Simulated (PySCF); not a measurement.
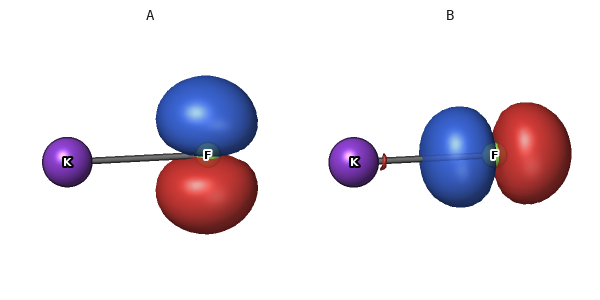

KF. Two frontier orbitals, each drawn at the value that holds 80 % of its norm (blue and red are the two phases), in no order; of a degenerate pair one member is drawn.

Level of theory: PBE0/def2-SVPD, non-relativistic Hamiltonian with scalar-relativistic core potentials where named, at a bond length of 2.226 Å in PySCF 2.14.0.

**Label each orbital by symmetry, say whether it is occupied, and order them by energy.**

Orbital B: σ, occupied, −6.39 eV; mainly on F (95 %).
Orbital A: π, occupied, −6.33 eV; almost wholly on F.
